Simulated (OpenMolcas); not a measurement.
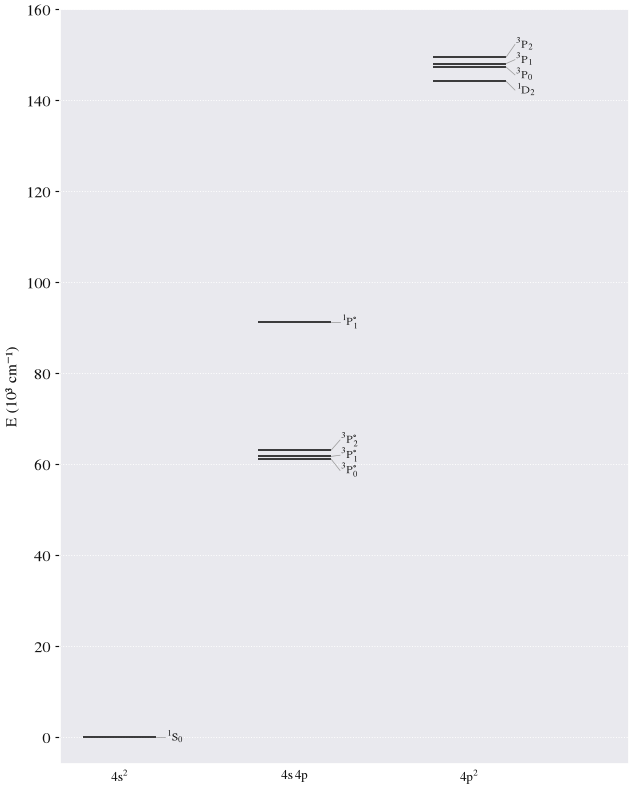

Level diagram of Ge²⁺ (germanium, Z = 32). The lowest level is 4s² ¹S₀. The first excited level, 4s 4p ³P°₀, lies at 61,100 cm⁻¹. It is also the lowest level of opposite parity. The leading LS term holds 99 % of a level on average.

```csv
Configuration,Level,E (cm⁻¹)
4s²,¹S₀,0
4s 4p,³P°₀,"61,070"
4s 4p,³P°₁,"61,730"
4s 4p,³P°₂,"63,140"
4s 4p,¹P°₁,"91,250"
4p²,¹D₂,"144,200"
4p²,³P₀,"147,300"
4p²,³P₁,"148,100"
4p²,³P₂,"149,500"
```

Run report: Ge²⁺, multiconfigurational calculation

System: Ge²⁺.
Method: state-averaged SS-RASPT2, IPEA shift 0.25, sigma2 shift 0.3 hartree, closed shells 3d correlated, active space 2 electrons in the shells 4s 4p 4d; RAS3 4d with at most 2 electrons, basis ANO-RCC, DKH2 scalar Hamiltonian, spin-orbit coupling by RASSI with atomic mean-field integrals (OpenMolcas).

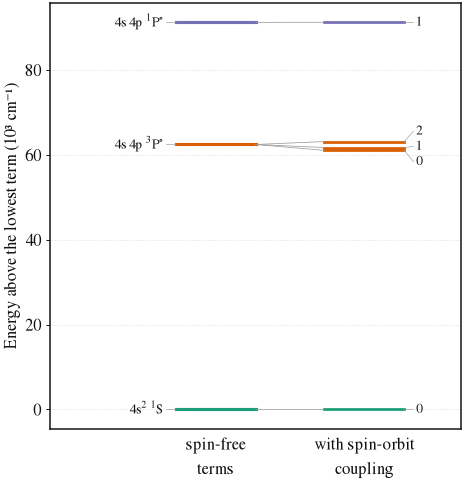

Terms of Ge III (Ge²⁺) without and with spin-orbit coupling; numbers at the right are J. 4s² ¹S (at 0) gives the one level J = 0; 4s 4p ³P° (at 62,400 cm⁻¹) splits over 2,060 cm⁻¹ into J = 0, 1, 2 from the bottom up (normal); 4s 4p ¹P° (at 91,200 cm⁻¹) gives the one level J = 1. The ground level lies 0 below the lowest term.

These pictures come from the run below.

## Input file
```
&GATEWAY
Coord
1

Ge 0.0 0.0 0.0
Basis=ANO-RCC
Group=XYZ
NoMove
AngMom=0.0 0.0 0.0
AMFI
&SEWARD
&RASSCF
FileOrb=start.orb
Symmetry=1
Spin=3
nActEl=2 0 0
Inactive=8 6
Ras2=1 3
CIRoot=3 3 1
SDav=3
CIMx=300
Iter=120 100
PrWF=0.3
OrbListing=Nothing
MaxOrb=0
Atom
>>> COPY $Project.JobIph JOBPRE
&RASSCF
FileOrb=start.orb
Symmetry=1
Spin=3
nActEl=2 0 2
Inactive=8 6
Ras2=1 3
Ras3=5 0
CIRoot=3 3 1
SDav=18
CIMx=300
Iter=120 100
PrWF=0.3
OrbListing=Nothing
MaxOrb=0
Thrs=2.0e-7 1.0e-1 5.0e-4
Atom
>>> COPY $Project.JobIph JOB001
&RASSCF
FileOrb=start.orb
Symmetry=1
Spin=1
nActEl=2 0 2
Inactive=8 6
Ras2=1 3
Ras3=5 0
CIRoot=7 7 1
SDav=27
CIMx=300
Iter=120 100
PrWF=0.3
OrbListing=Nothing
MaxOrb=0
Thrs=2.0e-7 1.0e-1 5.0e-4
Atom
>>> COPY $Project.JobIph JOB002
&RASSCF
FileOrb=start.orb
Symmetry=2
Spin=3
nActEl=2 0 2
Inactive=8 6
Ras2=1 3
Ras3=5 0
CIRoot=3 3 1
SDav=18
CIMx=300
Iter=120 100
PrWF=0.3
OrbListing=Nothing
MaxOrb=0
Thrs=2.0e-7 1.0e-1 5.0e-4
Atom
>>> COPY $Project.JobIph JOB003
&RASSCF
FileOrb=start.orb
Symmetry=2
Spin=1
nActEl=2 0 2
Inactive=8 6
Ras2=1 3
Ras3=5 0
CIRoot=3 3 1
SDav=18
CIMx=300
Iter=120 100
PrWF=0.3
OrbListing=Nothing
MaxOrb=0
Thrs=2.0e-7 1.0e-1 5.0e-4
Atom
>>> COPY $Project.JobIph JOB004
&RASSI
NrOfJobIphs=4 3 7 3 3
1 2 3
1 2 3 4 5 6 7
1 2 3
1 2 3
IphNames
JOB001
JOB002
JOB003
JOB004
EJob
SpinOrbit
DIPRint=1.0
SOCoupling=1000.0
Subsets=2
MEES
Property=10
'ANGMOM' 1 'ANGMOM' 2 'ANGMOM' 3 'MLTPL  1' 1 'MLTPL  1' 2 'MLTPL  1' 3
'AMFI' 1 'AMFI' 2 'AMFI' 3 'MLTPL  2' 6
SOProperty=3
'ANGMOM' 1 'ANGMOM' 2 'ANGMOM' 3
>>> COPY JOB001 $Project.JobIph
&CASPT2
Multistate=3 1 2 3
Frozen=3 6
IPEA=0.25
Sig2=0.3
MaxIter=60
WThr=0.0 0.3 0.05
PrWF=0.5
NoMix
>>> COPY JOB002 $Project.JobIph
&CASPT2
Multistate=7 1 2 3 4 5 6 7
Frozen=3 6
IPEA=0.25
Sig2=0.3
MaxIter=60
WThr=0.0 0.3 0.05
PrWF=0.5
NoMix
>>> COPY JOB003 $Project.JobIph
&CASPT2
Multistate=3 1 2 3
Frozen=3 6
IPEA=0.25
Sig2=0.3
MaxIter=60
WThr=0.0 0.3 0.05
PrWF=0.5
NoMix
>>> COPY JOB004 $Project.JobIph
&CASPT2
Multistate=3 1 2 3
Frozen=3 6
IPEA=0.25
Sig2=0.3
MaxIter=60
WThr=0.0 0.3 0.05
PrWF=0.5
NoMix
```

The file start.orb holds starting orbitals from an earlier step. A driver script formed the levels outside the program, from RASSI's spin-orbit matrix and the CASPT2 energies (for multi-state variants, the effective Hamiltonian), averaged over the components of each term or state. The log and the time are those of the CASPT2 step.

Launched with:
```bash
OMP_NUM_THREADS=1 MOLCAS_MEM=2252 MOLCAS_PROJECT=a pymolcas a.inp > a.log  # once for each step of the input, in one work folder
```

## Output (extracts)
```
--- CASPT2 ---
Orbital specifications:
      -----------------------

      Symmetry species                           1   2
                                                ag  au
      Frozen orbitals                            3   6
      Inactive orbitals                          5   0
      Active orbitals                            6   3
      Secondary orbitals                        54  53
      Deleted orbitals                           0   0
      Number of basis functions                 68  62
Type of calculation                        MS-CASPT2
      Fock operator                              state-specific
      IPEA shift                                 0.25
      Real shift                                 0.00
      Imaginary shift                            0.00
      Sigma^2 regularizer                        0.30
      The input orbitals will be transformed to quasi-canonical
Reference energy:       -2095.5390974742
      E2 (Non-variational):      -0.4430926697
      Shift correction:          -0.0000000332
      E2 (Variational):          -0.4430927029
      Total energy:           -2095.9821901771
      Residual norm:              0.0000002788
      Reference weight:           0.96441
      Contributions to the CASPT2 correlation energy
      Active & Virtual Only:         -0.0012099709
      One Inactive Excited:          -0.0461105262
      Two Inactive Excited:          -0.3957721727
Reference energy:       -2095.5390974742
      E2 (Non-variational):      -0.4430926652
      Shift correction:          -0.0000000332
      E2 (Variational):          -0.4430926984
      Total energy:           -2095.9821901726
      Residual norm:              0.0000002788
      Reference weight:           0.96441
      Contributions to the CASPT2 correlation energy
      Active & Virtual Only:         -0.0012099708
      One Inactive Excited:          -0.0461105218
      Two Inactive Excited:          -0.3957721727
::    CASPT2 Root  1     Total energy:  -2095.98219018
::    CASPT2 Root  2     Total energy:  -2095.98219017
::    CASPT2 Root  3     Total energy:  -2095.98219018
::    MS-CASPT2 Root  1     Total energy:  -2095.98219018
::    MS-CASPT2 Root  2     Total energy:  -2095.98219018
::    MS-CASPT2 Root  3     Total energy:  -2095.98219017
--- CASPT2 ---
Orbital specifications:
      -----------------------

      Symmetry species                           1   2
                                                ag  au
      Frozen orbitals                            3   6
      Inactive orbitals                          5   0
      Active orbitals                            6   3
      Secondary orbitals                        54  53
      Deleted orbitals                           0   0
      Number of basis functions                 68  62
Type of calculation                        MS-CASPT2
      Fock operator                              state-specific
      IPEA shift                                 0.25
      Real shift                                 0.00
      Imaginary shift                            0.00
      Sigma^2 regularizer                        0.30
      The input orbitals will be transformed to quasi-canonical
Reference energy:       -2096.1959951726
      E2 (Non-variational):      -0.4639932521
      Shift correction:          -0.0000000274
      E2 (Variational):          -0.4639932795
      Total energy:           -2096.6599884521
      Residual norm:              0.0000001071
      Reference weight:           0.96070
      Contributions to the CASPT2 correlation energy
      Active & Virtual Only:         -0.0073785112
      One Inactive Excited:          -0.0597285765
      Two Inactive Excited:          -0.3968861644
Reference energy:       -2095.5685964055
      E2 (Non-variational):      -0.4338640196
      Shift correction:          -0.0000391204
      E2 (Variational):          -0.4339031399
      Total energy:           -2096.0024995454
      Residual norm:              0.0000003404
      Reference weight:           0.96525
      Contributions to the CASPT2 correlation energy
      Active & Virtual Only:         -0.0018012197
      One Inactive Excited:          -0.0372669505
      Two Inactive Excited:          -0.3947958494
::    CASPT2 Root  1     Total energy:  -2096.65998845
::    CASPT2 Root  2     Total energy:  -2096.00249955
::    CASPT2 Root  3     Total energy:  -2096.00256024
::    CASPT2 Root  4     Total energy:  -2096.00255840
::    CASPT2 Root  5     Total energy:  -2096.00255974
::    CASPT2 Root  6     Total energy:  -2096.00255707
::    CASPT2 Root  7     Total energy:  -2095.87623544
::    MS-CASPT2 Root  1     Total energy:  -2096.66117517
::    MS-CASPT2 Root  2     Total energy:  -2096.00267221
::    MS-CASPT2 Root  3     Total energy:  -2096.00259019
::    MS-CASPT2 Root  4     Total energy:  -2096.00256100
::    MS-CASPT2 Root  5     Total energy:  -2096.00250460
::    MS-CASPT2 Root  6     Total energy:  -2096.00240711
::    MS-CASPT2 Root  7     Total energy:  -2095.87504861
--- CASPT2 ---
Orbital specifications:
      -----------------------

      Symmetry species                           1   2
                                                ag  au
      Frozen orbitals                            3   6
      Inactive orbitals                          5   0
      Active orbitals                            6   3
      Secondary orbitals                        54  53
      Deleted orbitals                           0   0
      Number of basis functions                 68  62
Type of calculation                        MS-CASPT2
      Fock operator                              state-specific
      IPEA shift                                 0.25
      Real shift                                 0.00
      Imaginary shift                            0.00
      Sigma^2 regularizer                        0.30
      The input orbitals will be transformed to quasi-canonical
Reference energy:       -2095.9304409285
      E2 (Non-variational):      -0.4450169806
      Shift correction:          -0.0000000411
      E2 (Variational):          -0.4450170217
      Total energy:           -2096.3754579502
      Residual norm:              0.0000001203
      Reference weight:           0.96476
      Contributions to the CASPT2 correlation energy
      Active & Virtual Only:         -0.0011324895
      One Inactive Excited:          -0.0466236829
      Two Inactive Excited:          -0.3972608082
Reference energy:       -2095.9304409285
      E2 (Non-variational):      -0.4450169656
      Shift correction:          -0.0000000411
      E2 (Variational):          -0.4450170067
      Total energy:           -2096.3754579352
      Residual norm:              0.0000001203
      Reference weight:           0.96476
      Contributions to the CASPT2 correlation energy
      Active & Virtual Only:         -0.0011324900
      One Inactive Excited:          -0.0466236674
      Two Inactive Excited:          -0.3972608082
::    CASPT2 Root  1     Total energy:  -2096.37545795
::    CASPT2 Root  2     Total energy:  -2096.37545794
::    CASPT2 Root  3     Total energy:  -2096.37545796
::    MS-CASPT2 Root  1     Total energy:  -2096.37545796
::    MS-CASPT2 Root  2     Total energy:  -2096.37545795
::    MS-CASPT2 Root  3     Total energy:  -2096.37545794
--- CASPT2 ---
Orbital specifications:
      -----------------------

      Symmetry species                           1   2
                                                ag  au
      Frozen orbitals                            3   6
      Inactive orbitals                          5   0
      Active orbitals                            6   3
      Secondary orbitals                        54  53
      Deleted orbitals                           0   0
      Number of basis functions                 68  62
Type of calculation                        MS-CASPT2
      Fock operator                              state-specific
      IPEA shift                                 0.25
      Real shift                                 0.00
      Imaginary shift                            0.00
      Sigma^2 regularizer                        0.30
      The input orbitals will be transformed to quasi-canonical
Reference energy:       -2095.7793780770
      E2 (Non-variational):      -0.4649407976
      Shift correction:          -0.0000074265
      E2 (Variational):          -0.4649482241
      Total energy:           -2096.2443263012
      Residual norm:              0.0000002075
      Reference weight:           0.95923
      Contributions to the CASPT2 correlation energy
      Active & Virtual Only:         -0.0081738610
      One Inactive Excited:          -0.0600304081
      Two Inactive Excited:          -0.3967365284
Reference energy:       -2095.7793780770
      E2 (Non-variational):      -0.4649409592
      Shift correction:          -0.0000074266
      E2 (Variational):          -0.4649483858
      Total energy:           -2096.2443264628
      Residual norm:              0.0000002075
      Reference weight:           0.95923
      Contributions to the CASPT2 correlation energy
      Active & Virtual Only:         -0.0081738613
      One Inactive Excited:          -0.0600305694
      Two Inactive Excited:          -0.3967365284
::    CASPT2 Root  1     Total energy:  -2096.24432630
::    CASPT2 Root  2     Total energy:  -2096.24432646
::    CASPT2 Root  3     Total energy:  -2096.24432648
::    MS-CASPT2 Root  1     Total energy:  -2096.24432648
::    MS-CASPT2 Root  2     Total energy:  -2096.24432646
::    MS-CASPT2 Root  3     Total energy:  -2096.24432630
```

## Key numbers

- outcome: converged
- lowest level: 4s² ¹S₀
- first excited level: 4s 4p ³P°₀, 61,073 cm⁻¹ (measured: 61,734)
- energy of the lowest spin-free term: −2096.65999 hartree
- energy of the lowest spin-orbit level: −2096.65999 hartree
- CASPT2 correlation energy: −0.4640 hartree
- largest spread among components of a term: 13.3 cm⁻¹
- lowest reference weight: 0.950
- hardware: 1 thread of Arm Neoverse V2, 24 GiB of memory available, shared host
- wall time: 22 s

## Notes

The run is of multi-state type; this report uses its single-state energies. To bear in mind: extra active shells serve correlation only, their own levels not computed; only configurations of the active space are included.
